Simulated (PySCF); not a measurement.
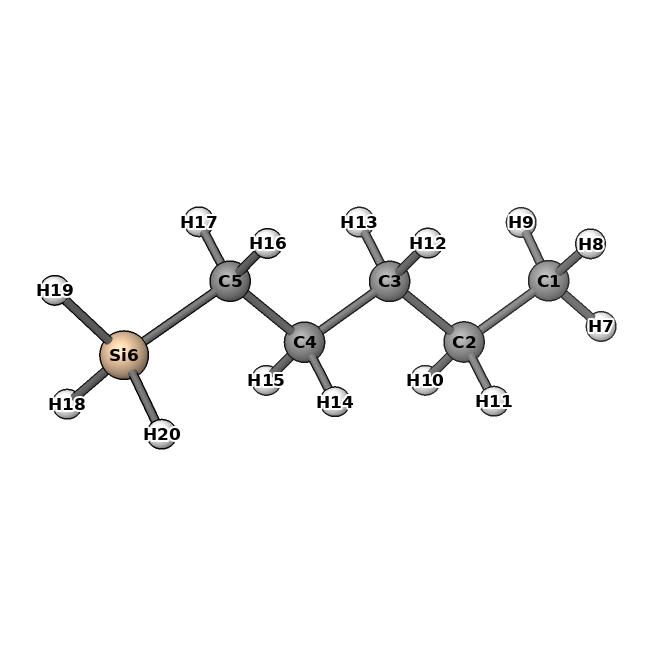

Computed geometry: PBE0-D3(BJ)/def2-SVP optimisation. No frequency run is at hand to confirm it as a minimum. Level of theory: delta-SCF UKS SCAN, pcX-2 on the ionised atom, pcseg-1 elsewhere, spin-free X2C (PySCF 2.14.0).

Give the core-electron binding energies (to vacuum; p and d levels without spin–orbit splitting) of C1 1s, C2 1s, C3 1s, C4 1s, C5 1s, Si6 1s, Si6 2p.

```
atom  level  binding energy (eV)
  C1     1s                290.5
  C2     1s                290.5
  C3     1s                290.3
  C4     1s                290.5
  C5     1s                290.1
 Si6     1s               1846.2
 Si6     2p                106.7
```
